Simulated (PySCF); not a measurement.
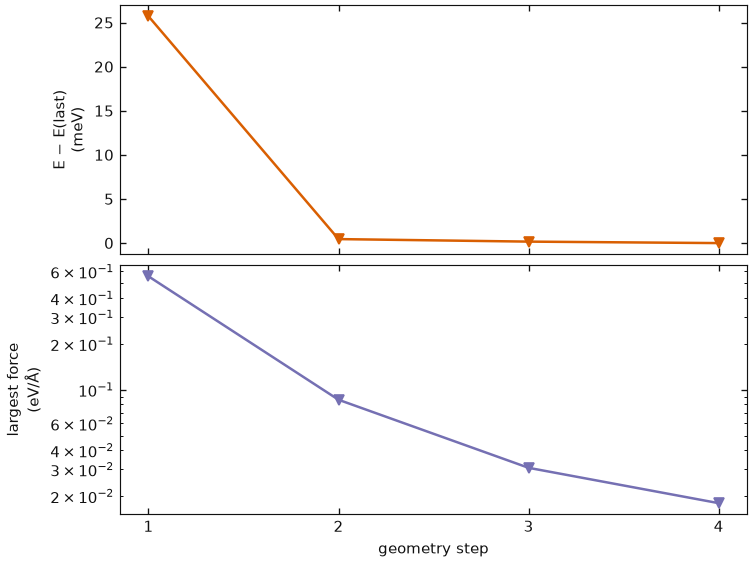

History of a geometry optimisation.

The run: 2-bromopropene (SMILES C=C(C)Br), by PBE0-D3(BJ)/def2-SVP, geometry optimisation (PySCF).

How did it end, and what did it gain?

The optimisation met its thresholds at geometry 4, counting the start as the first. The energy fell by about 26 meV from the first step to the last. The largest force goes from about 0.56 eV/Å at the start to 0.018 eV/Å at the end.
